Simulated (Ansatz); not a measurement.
**UB3LYP/6-31G(d) (Cartesian functions) run of AlClOF (SMILES [O][Al]([F])[Cl])**

What is the electronic atomisation energy of AlClOF at UB3LYP/6-31G* (Cartesian functions)? 

The calculation is run with Ansatz 0.2.0.

70 further runs of the same task are left out: 2 that didn't finish, 68 set aside as unsound or not needed. Runs told in other sessions of the task aren't counted.

## (1) The molecule

The species is AlClOF (4 atoms), meant as a doublet with charge 0. As SMILES, `[O][Al]([F])[Cl]`. The coordinates come from a PBE0-D4/def2-TZVP relaxation.

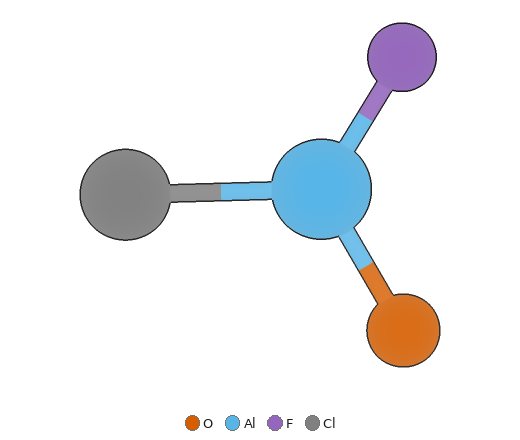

Viewed from a chosen angle; oxygen orange, aluminium blue, fluorine purple, chlorine grey.

## (2) The energy at UB3LYP/6-31G(d) (Cartesian functions)

job.yaml reads:

```yaml
basis:
  gaussian:
    orbitals: "6-31G*"
crystal:
  periodic: [false, false, false]
  atoms:
    - symbol: O
      position_ang: [0.993300, 0.591700, 1.294800]
    - symbol: Al
      position_ang: [0.061900, -0.095200, 0.016700]
    - symbol: F
      position_ang: [0.278100, -1.671200, -0.348900]
    - symbol: Cl
      position_ang: [-1.277700, 1.114400, -0.982900]
accuracy: high
hamiltonian:
  xc: {name: B3LYP}
magnetization:
  spin_polarized: true
  initial_magnetization: 1
output: {orbitals: {seedname: orbitals}}
```

Run with:

```bash
$ ansatz run job.yaml --threads 1 --pin off --max-ram 3480MiB --events-out events.jsonl --progress --plain --runs-dir runs
```

Standard output:

```text
Warning: RAYON_NUM_THREADS=1 ignored (pool sized by the plan → 1); use --threads N
Functional definition: B3LYP
  name "B3LYP"
  parameter a0 = 0.2
  parameter ax = 0.72
  parameter ac = 0.81
  exchange = (1 - a0 - ax)*slater_x + ax*b88_x + a0*exact_x
  correlation = (1 - ac)*vwn_rpa_c + ac*lyp_c
1264 factors; integrals over basis functions are off by at most 3.3e-9 eV
mean field evaluation 1: about -23868.3836 eV, gradient 5.7e1 eV
mean field evaluation 2: about -23661.4781 eV, gradient 1.4e2 eV
mean field evaluation 4: about -23883.7832 eV, gradient 2.4e1 eV
mean field evaluation 8: about -23886.0138 eV, gradient 4.0e-1 eV
mean field evaluation 16: about -23886.0527 eV, gradient 5.0e-3 eV
mean field evaluation 32: about -23886.0527 eV, gradient 1.2e-6 eV
mean field -23886.05270252 eV, -877.7962462697 hartree, gradient 2.5e-8 eV, S^2 0.752932; 4 other end points of the search recorded, 0 dependent functions left out
reference -23886.05273875 eV, -877.7962476012 hartree; 24, 23 occupied and 44, 45 virtual orbitals, 1264 factors
Total energy: -23886.05273875 eV, -877.7962476012 hartree
```

Run time: 17 s. Hardware: 1 thread of Arm Neoverse V1, shared host; peak memory 0.28 GiB.

## (3) The Al atom, same level

molecule.yaml reads:

```yaml
crystal:
  periodic: [false, false, false]
  atoms:
    - {symbol: Al, position_ang: [0.000000, 0.000000, 0.000000]}
basis:
  gaussian: {orbitals: "6-31G*"}
magnetization: {spin_polarized: true, initial_magnetization: 1}
hamiltonian: {xc: {name: B3LYP}}
accuracy: high
```

Run with:

```bash
$ ansatz run molecule.yaml --threads 1 --pin off --max-ram 3480MiB --events-out events.jsonl --progress --plain --runs-dir runs
```

Standard output:

```text
Warning: RAYON_NUM_THREADS=1 ignored (pool sized by the plan → 1); use --threads N
[... 7 set-up lines as earlier in the session ...]
142 factors; integrals over basis functions are off by at most 2.3e-9 eV
mean field evaluation 1: about -6595.1458 eV, gradient 1.4e0 eV
mean field evaluation 2: about -6595.1749 eV, gradient 3.3e-1 eV
mean field evaluation 4: about -6595.1756 eV, gradient 1.1e-1 eV
mean field evaluation 8: about -6595.1756 eV, gradient 7.5e-5 eV
mean field evaluation 16: about -6595.1774 eV, gradient 7.3e-2 eV
mean field evaluation 32: about -6595.1756 eV, gradient 2.6e-9 eV
mean field -6595.17564904 eV, -242.3682347314 hartree, gradient 2.6e-9 eV, S^2 0.752135; 1 other end points of the search recorded, 0 dependent functions left out
reference -6595.17567041 eV, -242.3682355171 hartree; 7, 6 occupied and 12, 13 virtual orbitals, 142 factors
Total energy: -6595.17567041 eV, -242.3682355171 hartree
```

Wall time 1.2 s (1 thread of Arm Neoverse V1, shared host).

## (4) The Cl atom, same level

job.yaml reads:

```yaml
crystal:
  periodic: [false, false, false]
  atoms:
    - {symbol: Cl, position_ang: [0.000000, 0.000000, 0.000000]}
basis:
  gaussian:
    orbitals: "6-31G*"
magnetization:
  spin_polarized: true
  initial_magnetization: 1
hamiltonian:
  xc: {name: B3LYP}
accuracy: high
```

Run the same way, it converges to -460.13624 Eh (log not shown).

## (5) The F atom

in.yaml reads:

```yaml
crystal:
  periodic: [false, false, false]
  atoms:
    - symbol: F
      position_ang: [0.000000, 0.000000, 0.000000]
basis:
  gaussian:
    orbitals: "6-31G*"
magnetization:
  spin_polarized: true
  initial_magnetization: 1
hamiltonian:
  xc: {name: B3LYP}
accuracy: high
```

Run the same way, it converges to -99.71554 Eh (log not shown).

## (6) The O atom at the same level

job.yaml reads:

```yaml
basis:
  gaussian:
    orbitals: "6-31G*"
crystal:
  periodic: [false, false, false]
  atoms:
    - {symbol: O, position_ang: [0.000000, 0.000000, 0.000000]}
magnetization:
  spin_polarized: true
  initial_magnetization: 2
hamiltonian:
  xc: {name: B3LYP}
accuracy: high
```

Run the same way, it converges to -75.06062 Eh (log not shown).

## (7) Summary of results

Level: UB3LYP/6-31G* (Cartesian functions).

| quantity | value |
| --- | --- |
| molecule: total energy | -877.79625 Eh |
| molecule: HOMO energy (highest over α and β) | -9.12 eV |
| molecule: LUMO energy (lowest over α and β) | -5.34 eV |
| molecule: ⟨S²⟩ | 0.753 |
| Al atom: total energy | -242.36824 Eh |
| Al atom: ⟨S²⟩ | 0.752 |
| Cl atom: total energy | -460.13624 Eh |
| Cl atom: ⟨S²⟩ | 0.752 |
| F atom: total energy | -99.71554 Eh |
| F atom: ⟨S²⟩ | 0.751 |
| O atom: total energy | -75.06062 Eh |
| O atom: ⟨S²⟩ | 2.002 |
| electronic atomisation energy | 14.031 eV |

What this shows: Taking the molecule apart into free atoms costs 14.03 eV (324 kcal/mol), before zero-point energy and without spin-orbit coupling.
